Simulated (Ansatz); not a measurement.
Run report: CH$_{4}$F$_{2}$OSSi, nudged elastic band (part 2 of 2)

The same run, continued: CH$_{4}$F$_{2}$OSSi; RKS B3LYP/6-31G (Ansatz 0.2.0). The run did not end well. It belongs to a series of runs on one base structure; here: band between the two ends.

Geometry of the input (Å):
```
Si -0.9327  0.7253  0.0182
O  0.5735  -0.0225  -0.0229
C  0.8976  -1.4467  0.0403
S  -0.5797  2.8839  -0.1707
H  0.7902  2.7566  -0.2606
F  -1.7794  0.3365  1.4174
F  -1.9451  0.1309  -1.1853
H  0.4462  -1.9762  -0.8037
H  0.5461  -1.8748  0.9835
H  1.9834  -1.5132  -0.0164
```

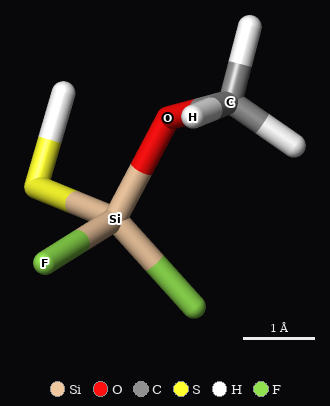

Figure 1. The input geometry (stick view, seen at an oblique angle).

```
Unfinished report: {"positions_ang":[[-1.2115298829599435,0.8833313346413899,0.13804176429572196],[0.4997302507840608,0.20403280793891057,0.37500974316199864],[0.9773396311844598,-1.1390991592816608,-0.06449417172743035],[-0.2499077583969032,2.637766672279016,-0.6055769019424393],[0.8548490766833899,1.2648992122657305,-0.08213528497973831],[-2.099742330584264,0.7419887104311202,1.5574728831385163],[-2.0304324601120487,-0.23247441032586127,-0.8234590773916161],[0.7242962399978188,-1.2618782420167352,-1.1180792672571276],[0.4794929193835648,-1.9010991363109508,0.538954883163118],[2.055904314019864,-1.1974687996209596,0.08426642953899703]],"unchecked":["starts","cluster_reference","orbital_swaps","neighbouring_geometries","increment"],"mean_field":{"relativity":"none","state":{"energy":{"ev":-27294.988911444598,"hartree":-1003.0723412876081},"converged":true,"gradient_ev":0.000011524237400207479,"stability":{"kind":"minimum","curvature_ev":23.039651287377428},"curvature_floor_ev":0.00030000000000000003,"spin_squared":2.1316282072803006e-14},"others":[],"fillings":{"estimated":0,"unestimated":0,"tried":0,"untried":0,"excluded_magnetic_sites":0},"n_dropped_functions":0,"n_trapped_functions":0,"passes":{"evaluations":3,"products":23},"factors":{"origin":"Cholesky decomposition","count":853,"bound_ev":0.00016219601147594474},"gradient_stop_ev":0.00009,"reference_kind":"stationary","functional":{"name":"B3LYP","citations":["Stephens, Devlin, Chabalowski & Frisch, J. Phys. Chem. 98, 11623 (1994) doi:10.1021/j100096a001","Becke, Phys. Rev. A 38, 3098 (1988) doi:10.1103/PhysRevA.38.3098","Lee, Yang & Parr, Phys. Rev. B 37, 785 (1988) doi:10.1103/PhysRevB.37.785","Vosko, Wilk & Nusair, Can. J. Phys. 58, 1200 (1980) doi:10.1139/p80-159"],"text":"name \"B3LYP\"\ncite \"Stephens, Devlin, Chabalowski & Frisch, J. Phys. Chem. 98, 11623 (1994) doi:10.1021/j100096a001\"\ncite \"Becke, Phys. Rev. A 38, 3098 (1988) doi:10.1103/PhysRevA.38.3098\"\ncite \"Lee, Yang & Parr, Phys. Rev. B 37, 785 (1988) doi:10.1103/PhysRevB.37.785\"\ncite \"Vosko, Wilk & Nusair, Can. J. Phys. 58, 1200 (1980) doi:10.1139/p80-159\"\nparameter a0 = 0.2\nparameter ax = 0.72\nparameter ac = 0.81\nexchange = (1 - a0 - ax)*slater_x + ax*b88_x + a0*exact_x\ncorrelation = (1 - ac)*vwn_rpa_c + ac*lyp_c\n","parameters":{"a0":{"value":0.2,"default":0.2},"ac":{"value":0.81,"default":0.81},"ax":{"value":0.72,"default":0.72}},"final_grid":{"core_spheres":13.0,"valence_spheres":11.0,"degree":36.0},"final_grid_parameter_source":"default","radial_points_factor":1.0,"radial_grid_error_ev":6.729326096032238e-7,"grid_sensitivity":"normal","grid_sensitivity_ratio":0.0013437628806248659},"unsmoothed_excess_ev":-0.0002389207745164213,"symmetry":{"irreps":["A"],"axes":[[0.9999998153614,-0.0006001696088129332,0.00009525547871195503],[0.0006000804543466341,0.9999993844867208,0.000933236105177109],[-0.00009581552002911721,-0.0009331787719147567,0.999999559998286]],"occupied":[{"A":33},{"A":33}]},"held":{"pivots":853,"left_out":0,"joined":0},"density_repulsion":{"missed_ev":0.00014618584098820945,"excess_ev":8.990360390669964e-9,"most_excess_ev":0.0001782,"are_drawn_again":false,"n_first_factors":853,"energy_change_ev":0.0,"n_dropped_ends":0}},"factors":{"origin":"Cholesky decomposition","count":853,"bound_ev":0.00016219601147594474},"n_frozen":0,"n_occupied":[33,33],"n_virtual":[37,37],"reference":{"ev":-27294.988911444598,"hartree":-1003.0723412876081},"total":{"ev":-27294.988911444598,"hartree":-1003.0723412876081},"forces_ev_per_angstrom":[[-0.09132640006067447,0.17697476988524938,-0.025735586832106513],[-0.12958233330900754,0.04855373524575427,-0.27547876048392567],[-0.037828199936739214,0.058714896674557086,-0.06543118106400946],[-0.2284443431097648,0.09233273654809045,0.07164824112046538],[0.14886978076620463,-0.6765168421633873,0.20216973308820554],[0.17005763202833343,0.05415912040044691,0.0520132505429469],[0.2383070947940061,-0.047679020578190394,-0.023037273786780194],[0.03774556727559133,-0.09568332063490902,-0.059866930990277796],[-0.0405261399333375,0.17584825787562786,0.04236296865481306],[-0.06727265851195012,0.21329566673773107,0.08135553974306518]],"charge_distribution":{"dipole_moment_e_ang":[0.6494659605815889,-0.8065299118738926,-0.03755980828495529],"mulliken_charges_e":[1.2491807066914493,-0.7158617089873651,-0.16526479285856954,-0.44277827273615245,0.30031157812229514,-0.39707212341829745,-0.414265409780068,0.19032445173111512,0.20049701823189414,0.19492855300367928],"lowdin_charges_e":[0.737486480108803,-0.43303243016534765,-0.06173186198140801,-0.2752601005281008,0.2761118711661906,-0.2837764232944693,-0.29619082434304467,0.1097577527011101,0.11720021673563108,0.10943531960059416]},"n_threads":1,"memory_gib":1.7045454550534487,"seconds":{"hamiltonian":8.716358389,"orbitals":0.0,"second_order":0.0,"solver_start":0.0,"cycles":0.0,"cycle":0.0,"perturbative":0.0,"full_ci_increment":0.0,"forces":0.0}}
this run last wrote the band of iteration 19 to [file]
Error: NEB band did not converge after 19 iterations: max|band force component| = 6.52e-1 eV/Å (threshold 5.0e-2); raise `neb.max_iterations` in a new run, which can start from the last band evaluated (`neb.initial_path`, with `crystal.atoms` and `neb.final_atoms` set to its first and last images), add images, or start from endpoints closer to local minima. Where this run's directory can be resumed (`checkpoint.write`), a resume goes on for up to `neb.max_iterations` more; to start a new run from the last band, take its images' positions from the `neb_iteration` event of iteration 19 (`data.images[].positions_ang`), in the event stream of the run that computed that iteration (not this run's, if it was resumed behind it). With `checkpoint.write`, `steps/00-neb/state/checkpoint.json` in the run directory holds the last saved band, under `neb.evaluated.images[].positions_ang` (a band under a hybrid functional on support functions is neither saved nor resumed: `neb.initial_path` says where its path is): check the last entry of `neb.iterations` there, which is earlier than 19 if that iteration was not saved or its write failed. If the band's step has no `state` directory and holds `state.next`, a write was cut short, and the file is under `state.next` instead (behind a loss of power it can be under `state.prev`)
this run wrote the band of iteration 19 to [file] as well, whether or not its events were kept: a new run's `neb.initial_path` can list its `images[].positions_ang`
a run's events are kept only if it was started with --events-out <file>, and are in that file
```

The last band as extended XYZ (Å, eV, eV/Å)
```
10
Properties=species:S:1:pos:R:3:forces:R:3 image=0 energy=-27296.09434
Si   -0.9327    0.7253    0.0182   -0.0092   0.0134  -0.0023
O     0.5735   -0.0225   -0.0229    0.0044  -0.0011  -0.0004
C     0.8976   -1.4467    0.0403   -0.0037   0.0005   0.0006
S    -0.5797    2.8839   -0.1707   -0.0201  -0.0098   0.0043
H     0.7902    2.7566   -0.2606    0.0161   0.0002  -0.0021
F    -1.7794    0.3365    1.4174    0.0104  -0.0015   0.0071
F    -1.9451    0.1309   -1.1853    0.0092  -0.0020  -0.0085
H     0.4462   -1.9762   -0.8037   -0.0015  -0.0009   0.0004
H     0.5461   -1.8748    0.9835   -0.0011  -0.0001   0.0010
H     1.9834   -1.5132   -0.0164   -0.0044   0.0012   0.0000
10
Properties=species:S:1:pos:R:3:forces:R:3 image=1 energy=-27296.01020
Si   -1.0008    0.7342    0.0639    0.0116  -0.0456   0.0240
O     0.5456    0.0473    0.1006   -0.1144  -0.0921  -0.0201
C     0.9147   -1.3603    0.0140   -0.0346  -0.0778   0.0008
S    -0.4797    2.8247   -0.2883   -0.0169  -0.0219   0.0380
H     0.8291    2.3814   -0.2336    0.1336   0.3737  -0.0722
F    -1.8747    0.4461    1.4679    0.0014  -0.0054   0.0558
F    -1.9816    0.0238   -1.1009    0.0489  -0.0208  -0.0482
H     0.5238   -1.7851   -0.9139    0.0138  -0.1005  -0.0109
H     0.5193   -1.9029    0.8756    0.0087  -0.0879   0.0227
H     2.0044   -1.4093    0.0146   -0.0521   0.0784   0.0101
10
Properties=species:S:1:pos:R:3:forces:R:3 image=2 energy=-27295.76617
Si   -1.0667    0.7498    0.1085    0.0744  -0.1307   0.0638
O     0.5092    0.0956    0.2262   -0.2304  -0.2556  -0.0055
C     0.9308   -1.2762   -0.0116   -0.0712  -0.1534   0.0047
S    -0.3504    2.7470   -0.4006   -0.0931  -0.0491   0.0966
H     0.8332    2.0253   -0.2169    0.2766   0.7431  -0.1975
F    -1.9680    0.5611    1.5108    0.0075   0.0523   0.0599
F    -2.0114   -0.0802   -1.0070    0.0973   0.0091  -0.0658
H     0.6053   -1.5839   -1.0080    0.0238  -0.1643  -0.0241
H     0.4970   -1.9242    0.7503    0.0206  -0.2024   0.0253
H     2.0209   -1.3143    0.0483   -0.1054   0.1510   0.0427
10
Properties=species:S:1:pos:R:3:forces:R:3 image=3 energy=-27295.30783
Si   -1.1383    0.7937    0.1423    0.2269  -0.3977   0.1613
O     0.4805    0.1399    0.3344   -0.3599  -0.4576   0.0308
C     0.9496   -1.1919   -0.0382   -0.1312  -0.1481   0.0187
S    -0.2376    2.6571   -0.5088    0.2640  -0.2332   0.1812
H     0.8243    1.6480   -0.1896   -0.0113   1.2507  -0.4143
F    -2.0492    0.6688    1.5446    0.0258   0.1265   0.0586
F    -2.0288   -0.1739   -0.9049    0.0977   0.0310  -0.1012
H     0.6822   -1.3865   -1.0796    0.0311  -0.1552  -0.0290
H     0.4810   -1.9207    0.6209    0.0190  -0.2393   0.0123
H     2.0364   -1.2344    0.0788   -0.1621   0.2230   0.0816
10
Properties=species:S:1:pos:R:3:forces:R:3 image=4 energy=-27294.98867
Si   -1.2115    0.8833    0.1380   -0.0913   0.1770  -0.0257
O     0.4997    0.2040    0.3750   -0.1296   0.0486  -0.2755
C     0.9773   -1.1391   -0.0645   -0.0378   0.0587  -0.0654
S    -0.2499    2.6378   -0.6056   -0.2284   0.0923   0.0716
H     0.8548    1.2649   -0.0821    0.1489  -0.6765   0.2022
F    -2.0997    0.7420    1.5575    0.1701   0.0542   0.0520
F    -2.0304   -0.2325   -0.8235    0.2383  -0.0477  -0.0230
H     0.7243   -1.2619   -1.1181    0.0377  -0.0957  -0.0599
H     0.4795   -1.9011    0.5390   -0.0405   0.1758   0.0424
H     2.0559   -1.1975    0.0843   -0.0673   0.2133   0.0814
10
Properties=species:S:1:pos:R:3:forces:R:3 image=5 energy=-27295.39030
Si   -1.2439    0.9619    0.1149   -0.1007   0.2657  -0.0255
O     0.5143    0.2439    0.2828   -0.1584  -0.0899  -0.2146
C     0.9729   -1.1291   -0.0645   -0.0185  -0.0180  -0.0673
S    -0.4323    2.7797   -0.5219   -0.4375   0.2241  -0.0471
H     0.9680    1.0642   -0.1246    0.2980  -0.5458   0.2889
F    -1.9867    0.5988    1.5802    0.1122   0.0499   0.0438
F    -1.9896   -0.2005   -0.8637    0.2714   0.0361   0.0374
H     0.7373   -1.3068   -1.1129    0.0680  -0.1135  -0.0642
H     0.4184   -1.8137    0.5761    0.0015   0.1024   0.0290
H     2.0417   -1.1986    0.1337   -0.0360   0.0890   0.0196
10
Properties=species:S:1:pos:R:3:forces:R:3 image=6 energy=-27295.55115
Si   -1.2361    0.9920    0.1020   -0.0781   0.1610   0.0399
O     0.5226    0.2713    0.1628   -0.0891  -0.0112  -0.1921
C     0.9515   -1.1347   -0.0495   -0.0374  -0.0565  -0.0437
S    -0.6144    2.9029   -0.3850   -0.2829   0.1637  -0.0469
H     1.0646    1.0182   -0.2124    0.1590  -0.3075   0.1964
F    -1.8384    0.4349    1.5730    0.0598   0.0219   0.0329
F    -1.9500   -0.1413   -0.9355    0.2118   0.0585   0.0379
H     0.7270   -1.4040   -1.0805    0.0688  -0.1033  -0.0414
H     0.3598   -1.7291    0.6443    0.0259   0.0300   0.0183
H     2.0137   -1.2102    0.1808   -0.0379   0.0433  -0.0014
10
Properties=species:S:1:pos:R:3:forces:R:3 image=7 energy=-27295.64873
Si   -1.2176    1.0147    0.0918   -0.0621   0.0896   0.0453
O     0.5348    0.2940    0.0366   -0.0006   0.0471  -0.1354
C     0.9244   -1.1382   -0.0308   -0.0197  -0.0392  -0.0272
S    -0.8043    2.9987   -0.2377   -0.1376   0.1054  -0.0328
H     1.1589    0.9771   -0.2989    0.0443  -0.1707   0.1094
F    -1.6777    0.2849    1.5415    0.0352  -0.0182   0.0253
F    -1.9106   -0.0744   -1.0044    0.1164   0.0360   0.0174
H     0.7119   -1.5014   -1.0350    0.0437  -0.0692  -0.0202
H     0.3009   -1.6372    0.7080    0.0126   0.0020   0.0230
H     1.9795   -1.2181    0.2290   -0.0323   0.0171  -0.0048
10
Properties=species:S:1:pos:R:3:forces:R:3 image=8 energy=-27295.68856
Si   -1.1926    1.0379    0.0829    0.0040   0.0265   0.0013
O     0.5546    0.3090   -0.0939    0.0031   0.0126  -0.0099
C     0.8933   -1.1398   -0.0096   -0.0073   0.0014   0.0027
S    -1.0042    3.0695   -0.0828   -0.0012  -0.0104  -0.0013
H     1.2544    0.9244   -0.3847   -0.0080  -0.0048   0.0048
F    -1.5094    0.1535    1.4903   -0.0003  -0.0073   0.0057
F    -1.8690    0.0013   -1.0701   -0.0022  -0.0036  -0.0048
H     0.6924   -1.5977   -0.9773    0.0048  -0.0027   0.0070
H     0.2404   -1.5352    0.7655    0.0073  -0.0055  -0.0051
H     1.9400   -1.2228    0.2796   -0.0001  -0.0062  -0.0003
```

Outcome

| quantity | value |
| --- | --- |
| outcome | not converged |
| barrier, forward (band not converged) | 1.106 eV |
| barrier, backward | 0.700 eV |
| hardware | 1 thread of Intel Xeon @ 2.50GHz (Skylake/Cascade Lake), 189 GiB of memory available, shared host |
| wall time | 20 min |
| peak memory | 0.18 GiB |

The run did not converge: “NEB band did not converge after 19 iterations: max|band force component| = 6.52e-1 eV/Å (threshold 5.0e-2); raise `neb.max_iterations` in a new run, which can start from the last band evaluated (`neb.initial_path`, with `crystal.atoms` and `neb.final_atoms` set to its first and last images), add images, or start from endpoints closer to local minima …” Its last values are not results.
